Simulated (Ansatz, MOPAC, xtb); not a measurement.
HF (SMILES F) and HI (SMILES I) are pulled apart as rigid monomers along the line of their centres of mass, from the B3LYP-D3(BJ)/def2-TZVP minimum. Starting geometry (charge 0, multiplicity 1):
| atom | x (Å) | y (Å) | z (Å) |
|---|---|---|---|
| F | -0.0701 | 0.4750 | -0.2412 |
| H | 0.0048 | 0.0346 | 0.5765 |
| I | 0.2129 | -1.0362 | 2.9820 |
| H | 0.1742 | 0.4361 | 3.6486 |

Interaction energies with rigid monomers; basis-set methods are counterpoise corrected unless marked otherwise.

Cores are frozen in the correlated methods. Filled d and f shells under p-block atoms count as core. CBS: X⁻³ extrapolation of the correlation energy, Hartree–Fock from the larger set. The state that PM6, PM7 reach isn't checked; PM7 holds dispersion and hydrogen-bond terms.

Programs: Ansatz (Gaussian basis) for Hartree–Fock, density functionals and correlated methods; MOPAC for PM6, PM7 (differences of heats of formation); xtb for the GFN methods.  In def2 rows elements past Kr take small-core potentials, without spin–orbit coupling.

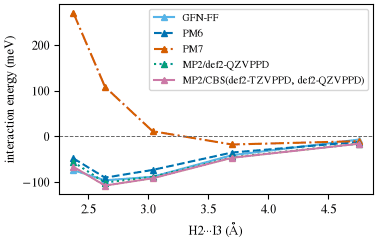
Fig. 1. Interaction energy against separation

Q: Which level binds most strongly at H2···I3 = 2.64, and by how much?

A: MP2/CBS(def2-TZVPPD, def2-QZVPPD), -108 meV.

Ansatz is a quantum-chemistry and plane-wave program.
